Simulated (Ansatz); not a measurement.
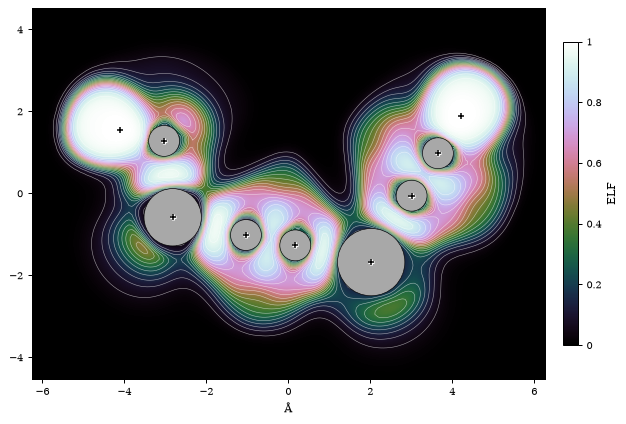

The electron localisation function on a plane through atoms (crosses mark nuclei in the plane; grey discs cover the cores).

Level of theory: isolated molecule in a Gaussian basis; Kohn-Sham density functional theory, functional PBE0 in Ansatz.

Candidates:
A. C₄H₅BrCl₂ (SMILES Cl/C=C(/CCl)CBr)
B. C₅H₈GeSi (SMILES C#[C][GeH2][C]#C[SiH2]C)
C. CH₇O₂PSi₂

Q: Which system is this?

A: Candidate B: C₅H₈GeSi on the plane of atoms C2, Ge6 and C3, which holds C, Ge, Si and H. C–C (1.22 Å): the ELF peaks at about 0.85 between the atoms; a short, multiple covalent bond. C–Si (1.84 Å): the ELF peaks at about 0.95 between the atoms, as expected for a covalent bond.
